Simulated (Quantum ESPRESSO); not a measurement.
# FeI2: which magnetic order is lowest

Does FeI2 prefer parallel or opposed moments?

Method: PBEsol with U = 4.5 eV on Fe d (ortho-atomic projectors); plane waves with GBRV 1.5 PBEsol potentials, no spin-orbit coupling, in Quantum ESPRESSO 7.5.

The database entry behind the starting cell has ideal inner coordinates that were not refined, so it need not match the best structure at ambient conditions.

**1. Starting point**

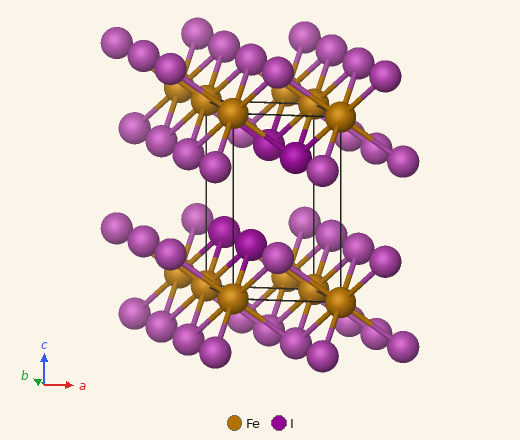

Start, viewed slightly off an axis; iron orange, iodine purple. 1×2×1 cells are drawn. Some periodic images of atoms are drawn too.

The cell comes from the Crystallography Open Database.

**2. Run 1 (ferro +)**

The signs are those of the starting moments on the seeded atoms, the atoms that are given a moment.

File pw.in:

```
&CONTROL
  calculation = 'scf'
  prefix = 'pwscf'
  outdir = './tmp'
  pseudo_dir = './pseudo'
  disk_io = 'nowf'
/
&SYSTEM
  ibrav = 0
  celldm(1) = 8
  nat = 3
  ntyp = 2
  ecutwfc = 40
  ecutrho = 280
  nbnd = 24
  occupations = 'smearing'
  smearing = 'fd'
  degauss = 0.00734986
  nspin = 2
  starting_magnetization(1) = 0.25
  starting_magnetization(2) = 0
/
&ELECTRONS
  conv_thr = 6d-09
  electron_maxstep = 150
  mixing_beta = 0.3
/
ATOMIC_SPECIES
Fe     55.8450 fe_pbesol_v1.5.uspp.F.UPF
I     126.9045 i_pbesol_v1.uspp.F.UPF
CELL_PARAMETERS alat
   0.9543116929360    0.0000000000000    0.0000000000000
  -0.4771558464680    0.8264581692137    0.0000000000000
   0.0000000000000    0.0000000000000    1.5944564176530
ATOMIC_POSITIONS crystal
Fe      0.0000000000    0.0000000000    0.0000000000
I       0.3333333333    0.6666666667    0.2500000000
I       0.6666666667    0.3333333333    0.7500000000
K_POINTS automatic
6 6 4 0 0 0
HUBBARD {ortho-atomic}
U Fe-3d 4.5000
```

Command:

```console
OMP_NUM_THREADS=1 mpirun -n 4 pw.x -nk 4 -in pw.in > pw.out
```

The program printed:

```text
Program PWSCF v.7.5 starts

     Message from routine setup:
     using ibrav=0 with symmetry is DISCOURAGED, use correct ibrav instead

     K-points division:     npool     =       4
     Subspace diagonalization in iterative solution of the eigenvalue problem:

     G-vector sticks info
     --------------------
     sticks:   dense  smooth     PW     G-vecs:    dense   smooth      PW
     Sum        1135     649    199                50917    21951    3647

     Using Slab Decomposition

     bravais-lattice index     =            0
     lattice parameter (alat)  =       8.0000  a.u.
     unit-cell volume          =     643.8634 (a.u.)^3
     number of atoms/cell      =            3
     number of atomic types    =            2
     number of electrons       =        30.00
     number of Kohn-Sham states=           24
     kinetic-energy cutoff     =      40.0000  Ry
     charge density cutoff     =     280.0000  Ry
     scf convergence threshold =      6.0E-09
     mixing beta               =       0.3000
     number of iterations used =            8  plain     mixing
     Exchange-correlation= SLA  PW   PSX  PSC
                           (   1   4  10   8   0   0   0)
     Hubbard projectors: ortho-atomic
     Hubbard parameters of DFT+U (Dudarev formulation) in eV:
     U(Fe-3d) =  4.5000

     Internal variables: lda_plus_u =T, lda_plus_u_kind = 0

     Internal variables: orbital_resolved =F, hub_pot_fix =F, apply_U = F

     celldm(1)=   8.000000  celldm(2)=   0.000000  celldm(3)=   0.000000
     celldm(4)=   0.000000  celldm(5)=   0.000000  celldm(6)=   0.000000

     crystal axes: (cart. coord. in units of alat)
               a(1) = (   0.954312   0.000000   0.000000 )
               a(2) = (  -0.477156   0.826458   0.000000 )
               a(3) = (   0.000000   0.000000   1.594456 )

     reciprocal axes: (cart. coord. in units 2 pi/alat)
               b(1) = (  1.047876  0.604991 -0.000000 )
               b(2) = (  0.000000  1.209983  0.000000 )
               b(3) = (  0.000000 -0.000000  0.627173 )

     PseudoPot. # 1 for Fe read from file:
     fe_pbesol_v1.5.uspp.F.UPF
     Pseudo is Ultrasoft + core correction, Zval = 16.0
     Generated by new atomic code, or converted to UPF format
     Using radial grid of  861 points,  6 beta functions with:
                l(1) =   0
                l(2) =   0
                l(3) =   1
                l(4) =   1
                l(5) =   2
                l(6) =   2
     Q(r) pseudized with  8 coefficients,  rinner =    1.000   1.000   1.000
                                                       1.000   1.000

     PseudoPot. # 2 for I  read from file:
     i_pbesol_v1.uspp.F.UPF
     Pseudo is Ultrasoft + core correction, Zval =  7.0
     Generated by new atomic code, or converted to UPF format
     Using radial grid of  893 points,  6 beta functions with:
                l(1) =   0
                l(2) =   0
                l(3) =   1
                l(4) =   1
                l(5) =   2
                l(6) =   2
     Q(r) pseudized with  8 coefficients,  rinner =    1.500   1.500   1.500
                                                       1.500   1.500

     atomic species   valence    mass     pseudopotential
     Fe               16.00    55.84500     Fe( 1.00)
     I                 7.00   126.90450     I ( 1.00)

     Starting magnetic structure
     atomic species   magnetization
     Fe              0.250
     I               0.000

     12 Sym. Ops., with inversion, found

   Cartesian axes

     site n.     atom                  positions (alat units)
         1        Fe     tau(   1) = (   0.0000000   0.0000000   0.0000000  )
         2        I      tau(   2) = (  -0.0000000   0.5509721   0.3986141  )
         3        I      tau(   3) = (   0.4771558   0.2754861   1.1958423  )

     number of k points=    24  Fermi-Dirac smearing, width (Ry)=  0.0073
                       cart. coord. in units 2pi/alat
        k(    1) = (   0.0000000   0.0000000   0.0000000), wk =   0.0069444
        k(    2) = (   0.0000000   0.0000000   0.1567932), wk =   0.0138889
        k(    3) = (   0.0000000   0.0000000  -0.3135865), wk =   0.0069444
        k(    4) = (   0.0000000   0.2016638   0.0000000), wk =   0.0416667
        k(    5) = (   0.0000000   0.2016638   0.1567932), wk =   0.0416667
        [... 19 further k-points ...]

     Dense  grid:    50917 G-vectors     FFT dimensions: (  45,  45,  72)

     Smooth grid:    21951 G-vectors     FFT dimensions: (  32,  32,  54)

     Check: negative core charge=   -0.000011
     Generating pointlists ...
     new r_m :   0.2805 (alat units)  2.2442 (a.u.) for type    1
     new r_m :   0.2805 (alat units)  2.2442 (a.u.) for type    2

     Initial potential from superposition of free atoms

     starting charge      28.9998, renormalised to      30.0000

     STARTING HUBBARD OCCUPATIONS:

     =================== HUBBARD OCCUPATIONS ===================
     ------------------------ ATOM    1 ------------------------
     Tr[ns(  1)] (up, down, total) =   5.00000  0.00000  5.00000
     Atomic magnetic moment for atom   1 =   5.00000
     [... lines left out ...]
     Number of occupied Hubbard levels =    5.0000

     Atomic wfc used for Hubbard projectors are orthogonalized

     Starting wfcs are   21 randomized atomic wfcs +    3 random wfcs

     Self-consistent Calculation

     iteration #  1     ecut=    40.00 Ry     beta= 0.30
     Davidson diagonalization with overlap
     ethr =  1.00E-02,  avg # of iterations =  5.5

     =================== HUBBARD OCCUPATIONS ===================
     ------------------------ ATOM    1 ------------------------
     Tr[ns(  1)] (up, down, total) =   4.94363  1.10209  6.04572
     Atomic magnetic moment for atom   1 =   3.84154
     [... lines left out ...]
     Number of occupied Hubbard levels =    6.0457

     Threshold (ethr) on eigenvalues was too large:
     Diagonalizing with lowered threshold

     Davidson diagonalization with overlap
     ethr =  6.36E-04,  avg # of iterations =  1.7

     total energy              =    -380.25220035 Ry
     estimated scf accuracy    <       0.20703352 Ry

     total magnetization       =     4.01 Bohr mag/cell
     absolute magnetization    =     4.06 Bohr mag/cell

     iteration #  2     ecut=    40.00 Ry     beta= 0.30
     Davidson diagonalization with overlap
     ethr =  6.90E-04,  avg # of iterations =  2.1

     total energy              =    -380.29405730 Ry
     estimated scf accuracy    <       0.03794775 Ry

     total magnetization       =     4.00 Bohr mag/cell
     absolute magnetization    =     4.01 Bohr mag/cell

     iteration #  3     ecut=    40.00 Ry     beta= 0.30
     Davidson diagonalization with overlap
     ethr =  1.26E-04,  avg # of iterations =  2.1

     total energy              =    -380.30410476 Ry
     estimated scf accuracy    <       0.02070612 Ry

     total magnetization       =     4.00 Bohr mag/cell
     absolute magnetization    =     4.03 Bohr mag/cell

     [... further iterations left out ...]

     iteration # 14     ecut=    40.00 Ry     beta= 0.30
     Davidson diagonalization with overlap
     ethr =  1.52E-08,  avg # of iterations =  1.9

     total energy              =    -380.32289924 Ry
     estimated scf accuracy    <       0.00000023 Ry

     total magnetization       =     4.00 Bohr mag/cell
     absolute magnetization    =     4.02 Bohr mag/cell

     iteration # 15     ecut=    40.00 Ry     beta= 0.30
     Davidson diagonalization with overlap
     ethr =  7.63E-10,  avg # of iterations =  4.6

     total energy              =    -380.32289971 Ry
     estimated scf accuracy    <       0.00000006 Ry

     total magnetization       =     4.00 Bohr mag/cell
     absolute magnetization    =     4.02 Bohr mag/cell

     iteration # 16     ecut=    40.00 Ry     beta= 0.30
     Davidson diagonalization with overlap
     ethr =  1.99E-10,  avg # of iterations =  2.1

     total energy              =    -380.32289995 Ry
     estimated scf accuracy    <          6.3E-09 Ry

     total magnetization       =     4.00 Bohr mag/cell
     absolute magnetization    =     4.02 Bohr mag/cell

     iteration # 17     ecut=    40.00 Ry     beta= 0.30
     Davidson diagonalization with overlap
     ethr =  2.09E-11,  avg # of iterations =  2.5

     Magnetic moment per site  (integrated on atomic sphere of radius R)
     atom   1 (R=0.281)  charge= 14.6344  magn=  3.6301
     atom   2 (R=0.281)  charge=  4.5353  magn=  0.1051
     atom   3 (R=0.281)  charge=  4.5353  magn=  0.1051

     End of self-consistent calculation

     =================== HUBBARD OCCUPATIONS ===================
     ------------------------ ATOM    1 ------------------------
     Tr[ns(  1)] (up, down, total) =   4.95204  1.28888  6.24092
     Atomic magnetic moment for atom   1 =   3.66316
     [... lines left out ...]
     Number of occupied Hubbard levels =    6.2409

     [... lines left out ...]
     the Fermi energy is     5.5641 ev

!    total energy              =    -380.32290005 Ry
     estimated scf accuracy    <          4.0E-09 Ry
     smearing contrib. (-TS)   =      -0.00623090 Ry
     internal energy E=F+TS    =    -380.31666916 Ry

     The total energy is F=E-TS. E is the sum of the following terms:
     one-electron contribution =    -254.69601742 Ry
     hartree contribution      =     136.28259375 Ry
     xc contribution           =    -124.68055783 Ry
     ewald contribution        =    -137.34007813 Ry
     Hubbard energy            =       0.11739047 Ry

     total magnetization       =     4.00 Bohr mag/cell
     absolute magnetization    =     4.02 Bohr mag/cell

     convergence has been achieved in  17 iterations

=------------------------------------------------------------------------------=
   JOB DONE.
=------------------------------------------------------------------------------=
```

Run time: 76 s. Hardware: 4 MPI ranks of Intel Xeon at 2.50GHz (Skylake/Cascade Lake), shared host; peak memory 0.56 GiB.

Spin moment in the atom's sphere by atom:

| atom | spin moment in the atom's sphere (μB) |
| --- | --- |
| Fe1 | 3.63 |
| I2 | 0.11 |
| I3 | 0.11 |

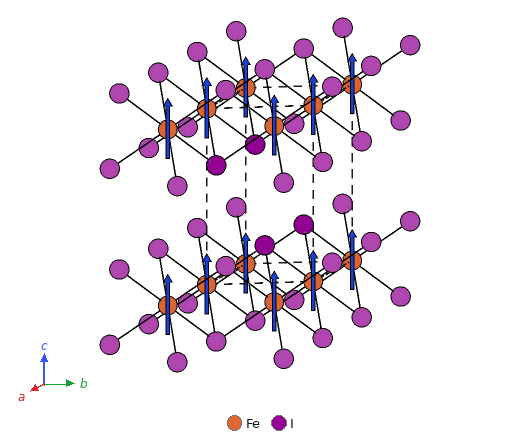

Spin moment in the atom's sphere as arrows, the longest 3.63 μB. Up and down stand for the sign. Arrows give size and sign along the axis of quantisation, drawn up and down the page. 2×1×1 cells are drawn. Some periodic images of atoms are drawn too.

Read from the output:

| Quantity | Value |
| --- | --- |
| smearing term TS | 0.08478 eV |
| magnetization | 3.999 μB |
| absolute magnetization | 4.025 μB |
| final state | ferromagnetic |

[end of part 1 of 2]

[Logs and program files are shortened in this print: banners, set-up blocks, solver, clock and traceback lines can be left out without a mark of their own.]

[Logs are printed without paths, hosts, clocks, repeated set-up lines and the standing remarks that a program may print on its own settings, such as how far it seeks lower states.]

[Hosts, paths, dates, database ids (printed as entryN), source tags and the programs' standing remarks are cut or masked in the printed files.]

[Where a cell is said to come from a database of computed structures, the database is the Materials Project.]
